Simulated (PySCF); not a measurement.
Hf(Cp)2(Cl)2, C10H10Cl2Hf, singlet at its GFN2-xTB optimised geometry (Å):

```
23

Hf     0.2426    -0.0327     0.0000
C     -1.0288     0.3143    -2.1070
C     -1.5204    -0.8774    -1.5299
C     -0.4770    -1.8364    -1.5525
C      0.6538    -1.2348    -2.1474
C      0.3164     0.0953    -2.4836
H     -1.6117     1.1956    -2.3345
H     -2.5528    -1.0700    -1.2748
H     -0.5766    -2.8868    -1.3185
H      1.5746    -1.7372    -2.4079
H      0.9423     0.7889    -3.0281
C     -1.1032    -1.5038     1.4365
C     -1.4671    -0.1767     1.7717
C     -0.3570     0.4251     2.4128
C      0.6947    -0.5072     2.4390
C      0.2466    -1.6981     1.8167
H     -1.7793    -2.2763     1.1003
H     -2.4637     0.2398     1.7196
H     -0.3530     1.3975     2.8837
H      1.6470    -0.3742     2.9321
H      0.7804    -2.6385     1.8015
Cl     2.5528    -0.0327     0.0000
Cl     0.1814     2.2763     0.0000
```

Computed with CAM-B3LYP/def2-SVP, def2 effective core potentials past Kr run with PySCF. The core electrons that the potentials of Hf replace are not part of the density. Cells within 0.4 Å of a nucleus heavier than hydrogen are left out (blank, or x).

Map of the log10 of the electron density (e/bohr³), floored at −4 on the plane z = 0.0 Å:

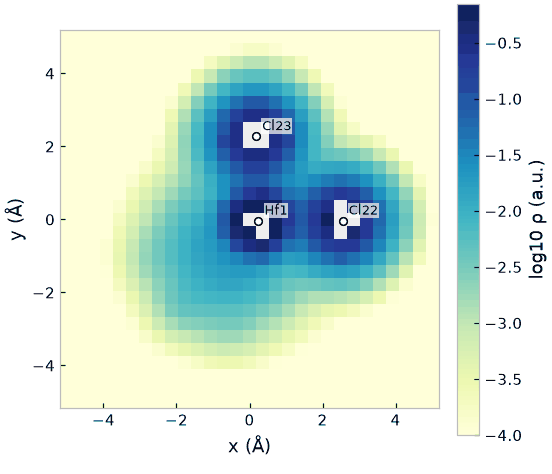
Fig. 1. Log10 of the electron density (e/bohr³), floored at −4 on the plane z = 0.0 Å.
